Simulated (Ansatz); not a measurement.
## Electronic structure of Cl$_{3}$Ge (charge −1) in real space

Input

```
crystal:
  periodic: [false, false, false]
  atoms:
    - {symbol: Ge, position_ang: [0.691112, 0.511142, 0.082357]}
    - {symbol: Cl, position_ang: [0.749151, -1.650601, 0.937904]}
    - {symbol: Cl, position_ang: [-0.102651, -0.018604, -2.037820]}
    - {symbol: Cl, position_ang: [-1.337611, 1.158063, 1.017559]}
basis:
  gaussian: {orbitals: def2-TZVPD, initial_orbitals: start.molden}
total_charge: -1
hamiltonian: {xc: pbe0, dispersion: d4}
scf: {omitted_lower_state_checks: [starts]}
output: {orbitals: {seedname: orbitals}}
```

Run with:

```sh
ansatz run in.yaml --threads 4 --pin off --events-out ev --progress --plain --max-ram 3916MiB
```

Geometry: PBE0-D4/def2-SVPD.

Method: RKS PBE0-D4/def2-TZVPD (Ansatz).

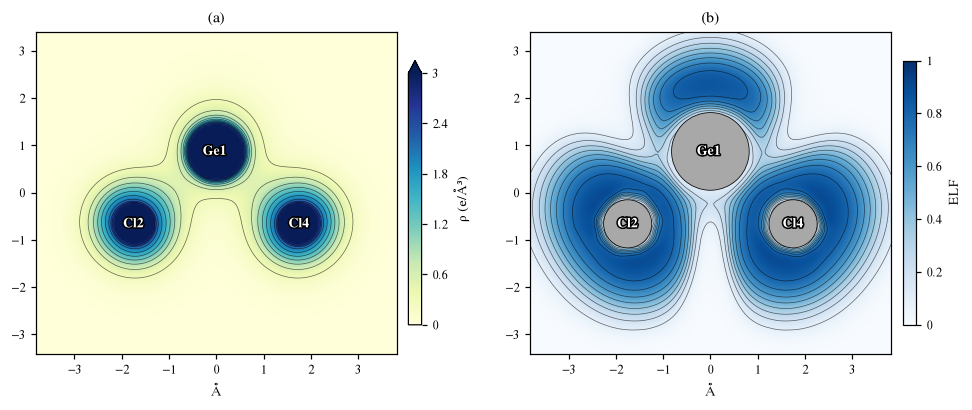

Figure 1. (a) total electron density; (b) electron localisation function on the plane of atoms Cl2, Ge1 and Cl4. Grey discs cover the atomic cores in the ELF map.

Question: Describe what can be read from this map.

Answer: The plane passes through Ge and Cl nuclei. Ge–Cl (2.33 Å): ρ is about 0.56 e/Å³ halfway; the ELF peaks at about 0.85 in the valence shell of Cl, 0.9 Å from its nucleus, and is about 0.65 at the midpoint. The ELF also peaks beside Cl2, Cl4 and Ge1, away from the bonds: lone-pair regions.

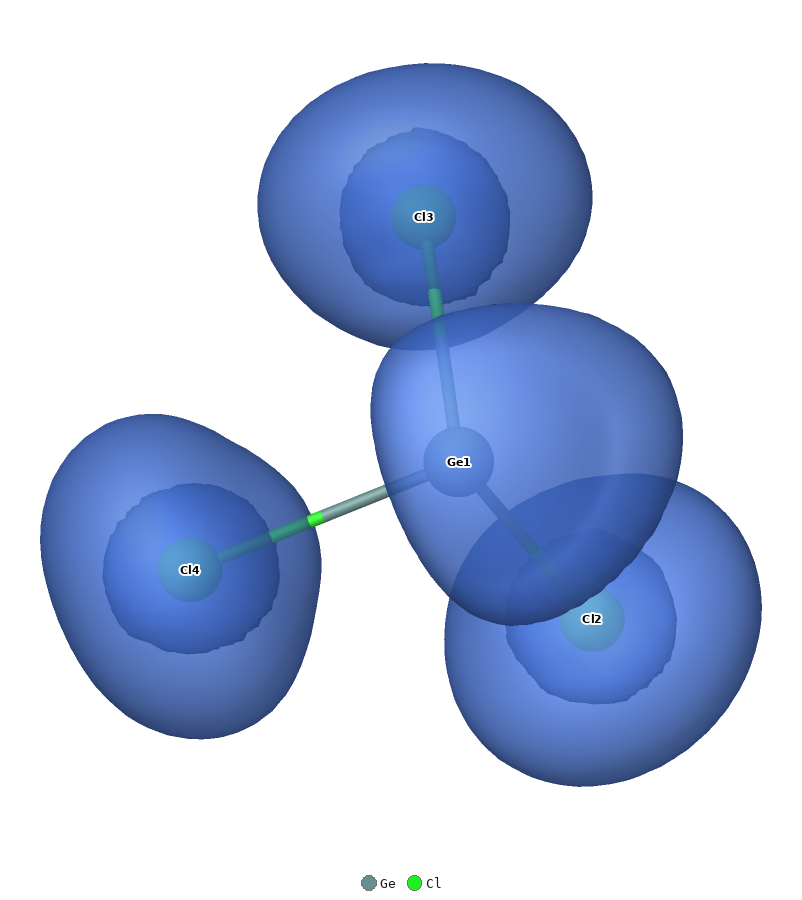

Figure 2. Isosurface of the ELF at 0.75 (blue), seen at a tilt. Only the valence region is drawn (cores and ρ < 0.01 e/Å³ removed).

Question: Identify the bonds, lone pairs and shells in this picture.

Answer: At this value the surface marks out one lobe on Ge, pointing away from the bonds (lone pairs) and three regions wrapped around Cl (the valence shell of each).

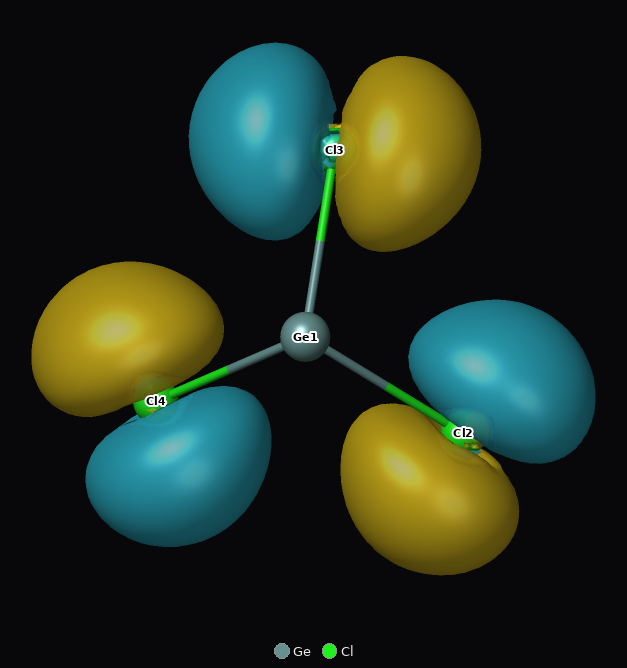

Figure 3. The HOMO−1 at ±0.08 Å⁻³ᐟ² (yellow and cyan are the two phases), seen across its widest extent.

Question: Where does this orbital lie, and at what energy?

Answer: It lies mainly on Cl2 (about 30 %), Cl3 (about 30 %) and Cl4 (about 30 %); largely a combination of lone pairs on Cl2, Cl3 and Cl4. Its energy is −3.93 eV.

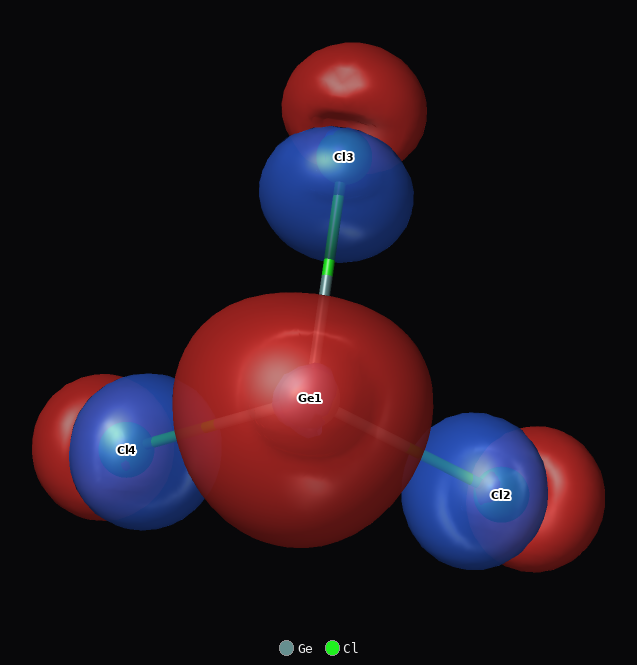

Figure 4. The HOMO at ±0.15 Å⁻³ᐟ² (red and blue are the two phases), seen at a tilt.

Question: Describe this orbital and give its energy.

Answer: By Hirshfeld shares it lies mainly on Ge1 (about 50 %), Cl2 (about 15 %), Cl3 (about 15 %) and Cl4 (about 15 %). Its energy is −2.58 eV.
